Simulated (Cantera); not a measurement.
Feed: 1 mol acetone, 0.15 mol CO2, 3.5 mol H2, held at 1775 K.

Equilibrium computed with Cantera from the NASA thermochemical tables; the gas is ideal and each condensed phase is pure. Candidate condensed phases: C, C6H6, C7H8, C8H18, H2O; 110 gas species. The feed counts by its element totals alone. The ideal-gas law is rough above about 30 bar. Rates play no part.

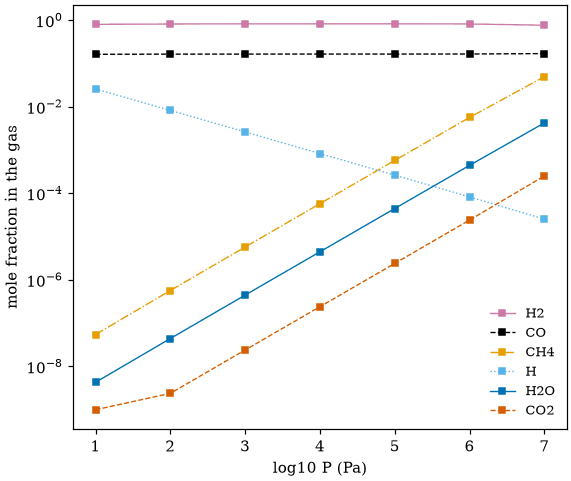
Figure: Equilibrium gas composition (values under 1e-9 drawn at 1e-9)

Task: Read off the mole fractions at 10.0 mbar.

Result: H2 about 0.83, CO about 0.17, H about 0.0026, CH4 about 5.8e-6, H2O about 4.5e-7, CO2 about 2.4e-8.
